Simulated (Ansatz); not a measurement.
# doublet [C4H5NO2]+: levels of theory compared

Aim: a comparison of 6 runs (UHF/3-21G, UB2PLYP/6-31G*, USVWN5/6-31G*, UB3LYP/6-31G*, UCCSD/6-31G*, UCCSD(T)/6-31G*) of doublet [C4H5NO2]+. 

The results are computed with Ansatz 0.2.0.

61 further runs of the same task are left out: 61 set aside as unsound or not needed.

## (1) Starting point

The species is [C4H5NO2]+ (12 atoms), meant as a doublet with charge +1. As SMILES of the parent species, `O=C1CCC(=O)N1`. The shape is that of a PBE0-D4/def2-TZVP optimisation. That shape belongs to the parent species and isn't relaxed for this state.

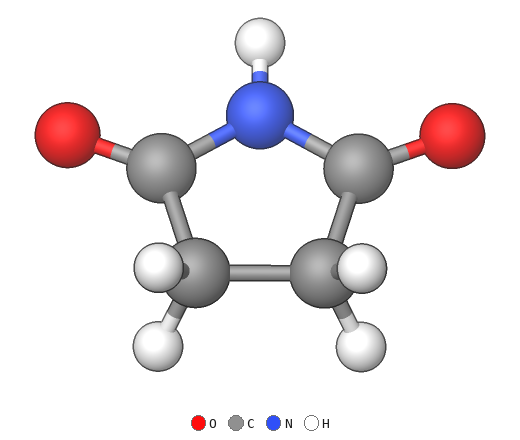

Viewed from a chosen angle; oxygen red, carbon grey, nitrogen blue, hydrogen white.

## (2) The energy at UHF/3-21G (run 1)

Contents of input.yaml:

```yaml
crystal:
  periodic: [false, false, false]
  atoms:
    - {symbol: O, position_ang: [1.639280, -0.871100, 1.691950]}
    - {symbol: C, position_ang: [0.885440, -0.408080, 0.880820]}
    - {symbol: C, position_ang: [-0.350350, -1.052550, 0.285480]}
    - {symbol: C, position_ang: [-0.920300, -0.020680, -0.681700]}
    - {symbol: C, position_ang: [0.015400, 1.168760, -0.600110]}
    - {symbol: O, position_ang: [-0.058340, 2.206240, -1.199110]}
    - {symbol: "N", position_ang: [1.001240, 0.845500, 0.312040]}
    - {symbol: H, position_ang: [-0.054050, -1.986800, -0.194010]}
    - {symbol: H, position_ang: [-1.028670, -1.313250, 1.099360]}
    - {symbol: H, position_ang: [-0.954610, -0.361510, -1.717620]}
    - {symbol: H, position_ang: [-1.925900, 0.314600, -0.423070]}
    - {symbol: H, position_ang: [1.750860, 1.478890, 0.545970]}
basis:
  gaussian: {orbitals: 3-21G.json}
accuracy: high
output: {orbitals: {seedname: orbitals}}
total_charge: 1
hamiltonian: {xc: hf}
magnetization: {spin_polarized: true, initial_magnetization: 1}
```

The basis set 3-21G is read from a file made from the Basis Set Exchange's data (not shown).

The run is started by

```sh
ansatz run input.yaml --threads 1 --pin off --max-ram 3480MiB --events-out events.jsonl --progress --plain --runs-dir runs
```

What it wrote:

```text
Warning: RAYON_NUM_THREADS=1 ignored (pool sized by the plan → 1); use --threads N
Functional definition: HF
  name "HF"
  exchange = exact_x
  correlation = 0
1803 factors; integrals over basis functions are off by at most 2.7e-8 eV
mean field evaluation 1: about -9687.1608 eV, gradient 3.4e1 eV
mean field evaluation 2: about -9687.7348 eV, gradient 3.4e1 eV
mean field evaluation 4: about -9693.0645 eV, gradient 3.9e0 eV
mean field evaluation 8: about -9693.3043 eV, gradient 1.1e0 eV
mean field evaluation 16: about -9694.1122 eV, gradient 3.0e0 eV
mean field evaluation 32: about -9687.7402 eV, gradient 3.1e1 eV
mean field evaluation 64: about -9693.6671 eV, gradient 5.2e0 eV
mean field evaluation 96: about -9694.3229 eV, gradient 7.7e-1 eV
mean field evaluation 128: about -9693.5209 eV, gradient 2.3e0 eV
mean field evaluation 160: about -9694.4679 eV, gradient 7.0e-2 eV
mean field evaluation 192: about -9694.2080 eV, gradient 1.4e0 eV
mean field evaluation 224: about -9694.2966 eV, gradient 5.1e-1 eV
mean field evaluation 256: about -9694.3091 eV, gradient 1.0e-4 eV
mean field evaluation 288: about -9693.3451 eV, gradient 6.6e-5 eV
mean field -9694.46928426 eV, -356.2651750494 hartree, gradient 2.7e-8 eV, S^2 0.765385; 4 other end points of the search recorded, 0 dependent functions left out
reference -9694.46928426 eV, -356.2651750494 hartree; 26, 25 occupied and 47, 48 virtual orbitals, 1803 factors
Total energy: -9694.46928426 eV, -356.2651750494 hartree
```

Run time: 12 s. Hardware: 1 thread of Arm Neoverse V2, shared host; peak memory 0.36 GiB.

## (3) A single-point energy at UB2PLYP/6-31G(d) (spherical functions) (run 2)

Contents of run.yaml:

```yaml
basis:
  gaussian: {orbitals: 6-31G_st_-spherical.json}
crystal:
  periodic: [false, false, false]
  atoms:
    - {symbol: O, position_ang: [1.639280, -0.871100, 1.691950]}
    - {symbol: C, position_ang: [0.885440, -0.408080, 0.880820]}
    - {symbol: C, position_ang: [-0.350350, -1.052550, 0.285480]}
    - {symbol: C, position_ang: [-0.920300, -0.020680, -0.681700]}
    - {symbol: C, position_ang: [0.015400, 1.168760, -0.600110]}
    - {symbol: O, position_ang: [-0.058340, 2.206240, -1.199110]}
    - {symbol: N, position_ang: [1.001240, 0.845500, 0.312040]}
    - {symbol: H, position_ang: [-0.054050, -1.986800, -0.194010]}
    - {symbol: H, position_ang: [-1.028670, -1.313250, 1.099360]}
    - {symbol: H, position_ang: [-0.954610, -0.361510, -1.717620]}
    - {symbol: H, position_ang: [-1.925900, 0.314600, -0.423070]}
    - {symbol: H, position_ang: [1.750860, 1.478890, 0.545970]}
total_charge: 1
magnetization: {spin_polarized: true, initial_magnetization: 1}
hamiltonian: {xc: {name: B2PLYP}}
correlation: {frozen_orbitals: {C: 1, H: 0, "N": 1, O: 1}}
accuracy: high
output: {orbitals: {seedname: orbitals}}
```

The basis set 6-31G* is read from a file made from the Basis Set Exchange's data (not shown).

The run is started by

```sh
ansatz run run.yaml --threads 1 --pin off --max-ram 3480MiB --events-out events.jsonl --progress --plain --runs-dir runs
```

What it wrote (excerpt; [...] marks lines left out):

```text
Warning: RAYON_NUM_THREADS=1 ignored (pool sized by the plan → 1); use --threads N
Functional definition: B2PLYP
  name "B2PLYP"
[...]
2634 factors; integrals over basis functions are off by at most 3.5e-9 eV
[...]
mean field -9785.57815901 eV, -359.6133644406 hartree, gradient 2.0e-8 eV, S^2 0.760668; 4 other end points of the search recorded, 0 dependent functions left out
7 core orbitals not correlated: weight in the atoms' cores, before any rotation towards them, 1.000 or more for the frozen orbitals, at most 0.000 for the correlated occupied ones
reference -9785.57817998 eV, -359.6133652112 hartree; 19, 18 occupied and 82, 83 virtual orbitals, 2634 factors
second order -32.76922753 eV of doubles, -0.00000000 eV of singles
Total energy: -9794.42587141 eV, -359.9385118742 hartree
```

It took 55 s on 1 thread of Arm Neoverse V2, shared host; peak memory 0.61 GiB.

Runs 3 to 5 aren't shown in full; the table further down has their settings and results.

## (4) A single-point energy at UCCSD(T)/6-31G(d) (spherical functions) (run 6)

Changes to run.yaml since step 3:

```diff
@@ -1,3 +1 @@
-basis:
-  gaussian: {orbitals: 6-31G_st_-spherical.json}
 crystal:
@@ -11,3 +9,3 @@
     - {symbol: O, position_ang: [-0.058340, 2.206240, -1.199110]}
-    - {symbol: N, position_ang: [1.001240, 0.845500, 0.312040]}
+    - {symbol: "N", position_ang: [1.001240, 0.845500, 0.312040]}
     - {symbol: H, position_ang: [-0.054050, -1.986800, -0.194010]}
@@ -17,7 +15,8 @@
     - {symbol: H, position_ang: [1.750860, 1.478890, 0.545970]}
+basis:
+  gaussian: {orbitals: 6-31G_st_-spherical.json}
 total_charge: 1
 magnetization: {spin_polarized: true, initial_magnetization: 1}
-hamiltonian: {xc: {name: B2PLYP}}
-correlation: {frozen_orbitals: {C: 1, H: 0, "N": 1, O: 1}}
+correlation: {method: ccsd_t, frozen_orbitals: {C: 1, H: 0, "N": 1, O: 1}}
 accuracy: high
-output: {orbitals: {seedname: orbitals}}
+scf: {omitted_lower_state_checks: [cluster_reference, increment]}
```

The basis set 6-31G* is read from a file made from the Basis Set Exchange's data (not shown).

The run is started by

```sh
ansatz run run.yaml --threads 1 --pin off --max-ram 3480MiB --events-out events.jsonl --progress --plain --runs-dir runs
```

What it wrote:

```text
Warning: RAYON_NUM_THREADS=1 ignored (pool sized by the plan → 1); use --threads N
[... 15 lines left out ...]
7 core orbitals not correlated: weight in the atoms' cores, before any rotation towards them, 1.000 or more for the frozen orbitals, at most 0.000 for the correlated occupied ones
[... 39 lines left out ...]
Total energy: -9777.28630963 eV, -359.3086445964 hartree
Checks for a lower state left out: cluster_reference, increment
```

Run time: 7.9 min. Hardware: 1 thread of Arm Neoverse V2, shared host; peak memory 2.4 GiB.

## (5) The series

| run | level | frozen core orbitals | Cartesian functions | energy (Eh) | HOMO energy (eV) | LUMO energy (eV) | ⟨S²⟩ | wall time |
| --- | --- | --- | --- | --- | --- | --- | --- | --- |
| 1 | UHF/3-21G | – | no | -356.265175 | -17.23 | -6.24 | 0.765 | 12 s |
| 2 | UB2PLYP/6-31G* (spherical functions) | 7 | no | -359.938512 | -14.61 | -10.27 | 0.761 | 55 s |
| 3 | USVWN5/6-31G* (spherical functions) | – | no | -357.398838 | -13.31 | -12.57 | 0.752 | 14 s |
| 4 | UB3LYP/6-31G* (Cartesian functions) | – | yes | -360.315433 | -13.65 | -11.98 | 0.757 | 29 s |
| 5 | UCCSD/6-31G* (spherical functions) | 7 | no | -359.270148 | – | – | 0.765 | 5.5 min |
| 6 | UCCSD(T)/6-31G* (spherical functions) | 7 | no | -359.308645 | – | – | 0.765 | 7.9 min |

## (6) Results

| quantity | value |
| --- | --- |
| run 6: total energy | -359.30864 Eh |
| run 6: correlation energy (7 core orbitals frozen) | -1040.1 mEh |
| run 6: (T) correction | -38.50 mEh |
| run 6: ⟨S²⟩ of the reference determinant | 0.765 |
| run 6: T1 diagnostic | 0.037 |

Totals of different functionals can't be ranked against each other. All runs together took 15 min, the longest 7.9 min.
